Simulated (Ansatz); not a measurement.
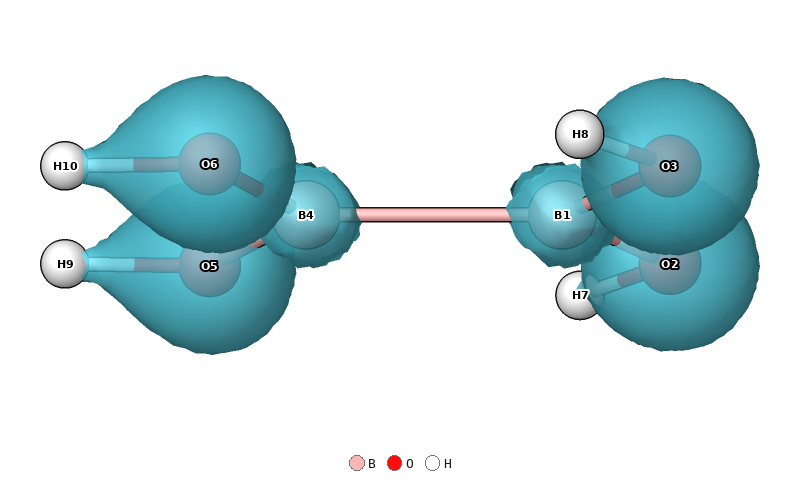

B2H4O4 (B2(OH)4). Isosurface of the total electron density at 2 e/Å³ (cyan), seen from one side.

Geometry: PBE-D4/def2-SVP.

Level of theory: RKS PBE0-D4/def2-TZVP in Ansatz 0.2.0.

```csv
atom,x (Å),y (Å),z (Å)
B,-0.9819,0.3322,-0.4972
O,-2.0849,-0.4845,-0.5446
O,-1.1194,1.5690,-1.0778
B,0.4939,-0.1673,0.2501
O,0.5448,-1.4268,0.8089
O,1.5515,0.7174,0.2526
H,-1.8811,-1.3305,-0.1081
H,-0.2854,2.0633,-0.9893
H,1.3969,-1.6680,1.2203
H,2.3657,0.3953,0.6850
```

How is the density connected at this value?

Answer. At this value the surface falls into six separate pieces. It bridges the sampled O–H (0.97 Å) contacts, where the density stays above the isovalue. It is pinched off along the sampled B–O (1.37 Å) and B–B (1.73 Å) contacts. On the grid the lowest density along these lines, outside the cores, is 1.5 e/Å³ (B–O, 1.37 Å), 1.1 e/Å³ (B–B, 1.73 Å) and 2.3 e/Å³ (O–H, 0.97 Å).
